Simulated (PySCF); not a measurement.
Scan of BeCl2, singlet: map of symmetric stretch and bend. Scanned: Be-Cl bond length and Cl-Be-Cl angle.

Computed with RHF/cc-pVDZ in PySCF.

Energy in eV above the lowest grid point; x is the Be-Cl bond length (Å), y the Cl-Be-Cl angle (°).

```csv
y \ x,1.53,1.62,1.71,1.80,1.89,1.98,2.07,2.16,2.25,2.34,2.43
180,2.584,1.034,0.253,0.000,0.110,0.467,0.988,1.617,2.310,3.038,3.779
171.36,2.608,1.055,0.271,0.017,0.126,0.482,1.003,1.630,2.323,3.050,3.791
162.73,2.680,1.117,0.327,0.068,0.174,0.527,1.046,1.671,2.362,3.087,3.825
154.09,2.806,1.227,0.424,0.156,0.256,0.604,1.118,1.740,2.426,3.148,3.882
145.45,2.995,1.389,0.567,0.285,0.374,0.714,1.221,1.837,2.518,3.234,3.963
136.82,3.264,1.617,0.765,0.461,0.533,0.861,1.358,1.965,2.638,3.347,4.069
128.18,3.638,1.929,1.032,0.696,0.743,1.051,1.533,2.127,2.790,3.489,4.203
119.55,4.161,2.356,1.391,1.004,1.014,1.294,1.754,2.330,2.978,3.665,4.367
110.91,4.907,2.955,1.883,1.419,1.371,1.608,2.035,2.585,3.212,3.881,4.568
102.27,5.998,3.822,2.583,1.995,1.856,2.025,2.400,2.910,3.505,4.149,4.814
93.64,7.637,5.122,3.623,2.837,2.549,2.605,2.895,3.340,3.885,4.488,5.122
85,10.167,7.150,5.249,4.147,3.612,3.477,3.620,3.953,4.411,4.946,5.525
```

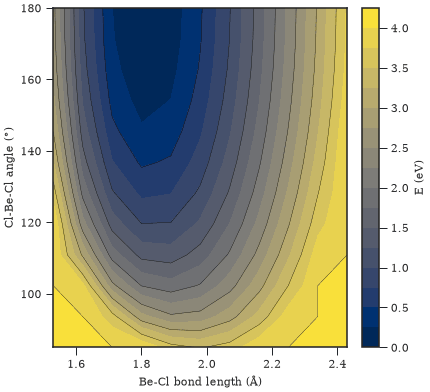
Figure. Energy surface, cut off at 4 eV.

Points that lie below all their neighbours on the grid: x = 1.80, y = 180 on the edge of the grid (0.000 eV).
